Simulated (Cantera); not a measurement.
Input: 1 mol CF4, 0.22 mol CH4, 8.5 mol H2, held at 0.100 bar.

Method: chemical equilibrium by Gibbs-energy minimisation in Cantera with the NASA 1993 tables (ideal gas, pure condensed phases). Candidate condensed phases: C, C6H6, C7H8, C8H18; 95 gas species. The numbers say what is thermodynamically allowed, not how fast it happens.

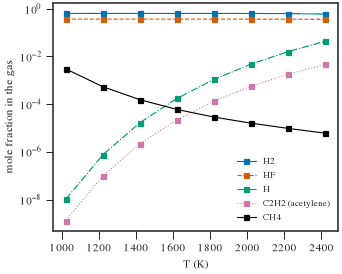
*Equilibrium gas composition (values under 1e-9 drawn at 1e-9)*

From 1023 K to 2423 K the condensed part is C(graphite). The main C-bearing gas is CH4 at 1023 K and C2H2 (acetylene) at 2423 K.
